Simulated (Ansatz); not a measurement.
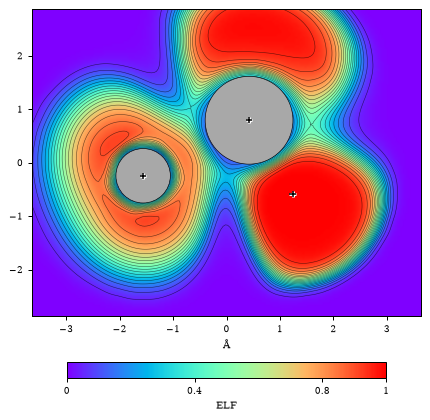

The electron localisation function on a plane through atoms (crosses mark nuclei in the plane; grey discs cover the cores).

Level of theory: RKS PBE0-D4/def2-TZVPP in Ansatz 0.2.0.

Candidates:
A. CH$_{4}$AlCl
B. BH$_{3}$S···CH$_{4}$
C. ClGeH···HCl

Question: Which system is this?

Answer: Candidate C: ClGeH···HCl on the plane of atoms Cl2, Ge1 and H5, which holds Ge, Cl and H. Ge–Cl (2.24 Å): the ELF peaks at about 0.85 in the valence shell of Cl, 0.8 Å from its nucleus, and is about 0.65 at the midpoint. Ge–H (1.60 Å): the ELF climbs to about 1 towards the hydrogen.
